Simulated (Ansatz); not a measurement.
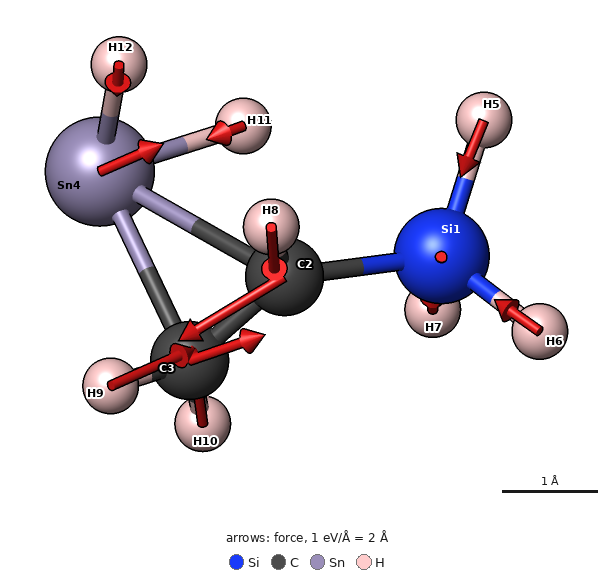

Starting geometry of C2H8SiSn with the computed forces as red arrows. Style: ball-and-stick. Shown from a free direction.

The start comes from PBE-D4/def2-SVP.

Method: RKS PBE0-D4/def2-TZVP in Ansatz. Set-up: force threshold 0.005 eV/Å; at most 150 steps.

**What follows when this structure is relaxed?**

It isn't relaxed: the largest force vector, on C2, is 0.66 eV/Å. The final displacements have little in common with the starting forces (cosine between the two patterns 0.28). Over 10 accepted moves (11 points after the start) the energy falls by 5.42 kJ/mol. The largest force component goes from 0.64 to 0.0021 eV/Å. The line search rejected the trial step at point 3 of the run. The atom that moves furthest after the best rigid fit is H12 (0.15 Å). Largest moves by element: H 0.15 Å, Sn 0.06 Å, Si 0.05 Å, C 0.03 Å. Among the contacts that change: C2–Sn4 2.704 → 2.669 Å, Sn4–H12 1.785 → 1.760 Å, Sn4–H11 1.786 → 1.763 Å, C2–C3 1.390 → 1.367 Å.
